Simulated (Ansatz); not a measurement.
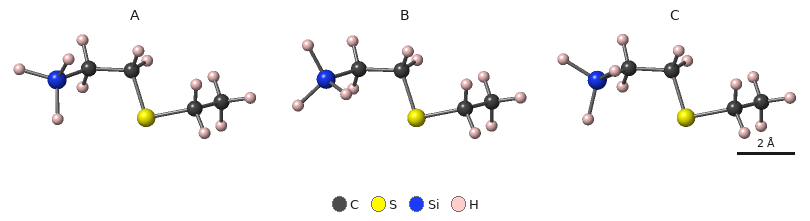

3 geometries from a converged minimum-energy path of C$_{4}$H$_{12}$SSi, shuffled. The picture is a ball-and-stick view, seen from a free direction.

Level of theory: Ansatz, RHF/STO-3G. Run with 5 movable images; climbing image; force threshold 0.05 eV/Å; iteration limit 60; starting path by image-dependent pair potential.

Q: Which of them lies highest in energy?

A: B. In order along the path, whose images run from 0 to 6: B (image 3, +1.31 kcal/mol), C (image 5, +0.33 kcal/mol), A (image 6, 0.00 kcal/mol). The motion is a rotation about the C–Si bond by about 120°. No bond forms or breaks between the ends.

Limits of the set-up: STO-3G is a minimal basis, so the numbers are rough.
